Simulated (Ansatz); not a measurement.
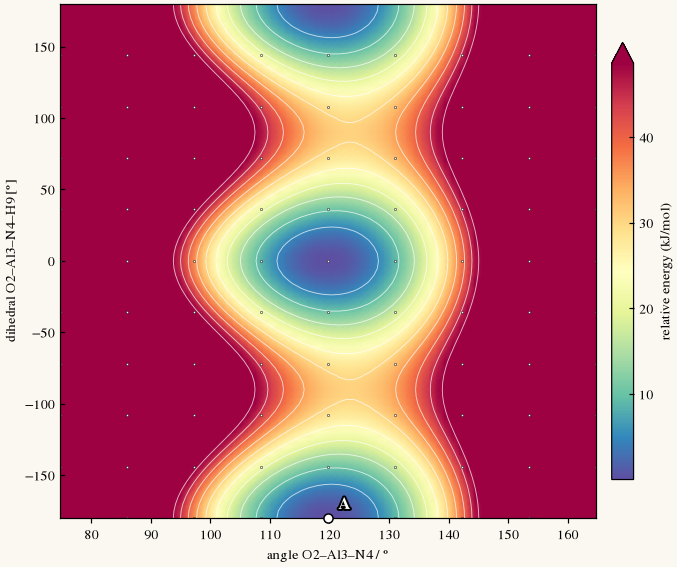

CH₅AlFNO, SMILES C[O][Al]([NH2])[F]. Coordinates scanned: (1) angle O2–Al3–N4; (2) dihedral O2–Al3–N4–H9. Nothing is relaxed (all other coordinates rigid). The grid has 9 × 10 points. Points are written as (first, second). Energies: kJ/mol, counted from the relaxed molecule at the same level. Level of theory: Ansatz, RKS PBE-D4/def2-TZVP.

In the figure: a smooth colour map with a few white contour lines, dots at the grid points, one colour for all values above the top of the scale, the well A. Between grid points the surface is interpolated.

Q: Estimate the position of the minimum and the force constants in these coordinates. Take the well at A.

A: The interpolated minimum is at angle O2–Al3–N4 ≈ 119.7°, dihedral O2–Al3–N4–H9 ≈ −180°. The curvatures there are about 4.5 eV/rad² and 0.65 eV/rad², with a cross term of about 0 eV/rad². Round the minimum the two coordinates are nearly uncoupled. (1 eV is 96.5 kJ/mol.)
